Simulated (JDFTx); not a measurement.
Al(100) slab cut from bulk Al (space group Fm-3m, indices of the conventional cell, lattice of the Materials Project entry mp-134, not re-optimised): 4 atoms in 4 planes, a 1x1 cell of 8.16 Å² (|a| = 2.856, |b| = 2.856 Å), 6.2 Å between the outermost planes, cell height 22.1 Å, 8×8×1 k mesh, Fermi smearing 0.01 Ha, no spin polarisation.

Level of theory: PBE, GBRV ultrasoft potentials, plane waves to 20/100 Ha; code: a modified build of JDFTx. Liquid on both sides: linear PCM (GLSSA13), water, 1 M NaCl; nuclei fixed. Potentials are on the SHE scale by the convention U = −μ/e − 4.44 V; references calibrated for a solvation model differ from this value.

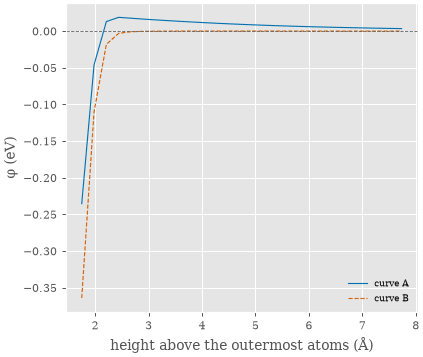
Figure. Plane-averaged electrostatic potential energy of an electron for two states of the electrode

**Question.** One curve is the neutral slab. Which, and what is the sign of the other's charge?

**Answer.** Curve B is neutral (potential of zero charge, -0.41 V). Curve A is negatively charged, -4.2 μC/cm² at -0.70 V.
